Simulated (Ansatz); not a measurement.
Potential energy curve for H2Be, SMILES [BeH2]. The Be1–H3 bond (Be1 also carries H; H3 carries nothing else) is stretched with both fragments frozen at the PBE0/def2-TZVP optimised geometry.

RKS-PBE = restricted PBE/cc-pVTZ (Ansatz, a program for electronic structure); UKS-PBE = unrestricted PBE/cc-pVTZ (Ansatz); UCCSD(T) = CCSD(T) on UHF/cc-pVTZ, frozen core in Ansatz; FCI = full CI/cc-pVTZ, frozen core in Ansatz.

Cost and accuracy over the 22 points of the scan, with FCI as yardstick. Costs are rough ratios of core time within Ansatz on shared cores, each with its mean field (Kohn-Sham runs search longer for lower solutions than correlated ones do); the miss is the largest error against full CI of the curve after the mean shift, in kJ/mol.

**Question.** Which is the cheapest of these levels that stays within 7.1 kJ/mol of FCI?

**Answer.** UCCSD(T).

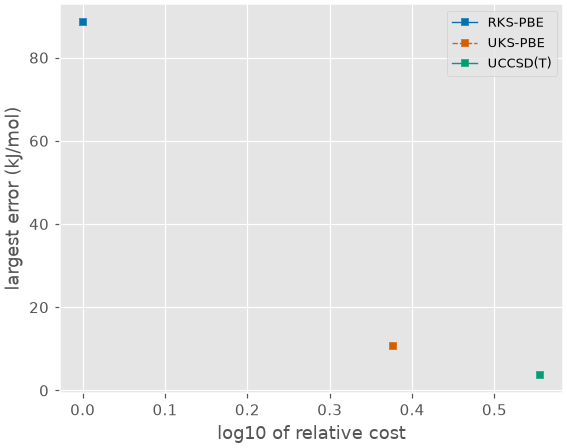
*Miss against cost, one point a level.*

| level | relative cost | largest error |
|---|---|---|
| RKS-PBE | 1 | 88.6 |
| UKS-PBE | 2 | 10.6 |
| UCCSD(T) | 4 | 3.6 |

Costs within a factor of two of each other count as equal.

The restricted form behind RKS-PBE keeps the bonding electrons paired and can't separate into open-shell fragments. The unrestricted determinant behind UKS-PBE is spin-contaminated at 2.99 to 4.71 Å (<S²> up to 1.0, against 0.00 for a pure singlet). The unrestricted determinant behind UCCSD(T) is spin-contaminated at 2.21 to 4.71 Å (<S²> up to 1.0, against 0.00 for a pure singlet).
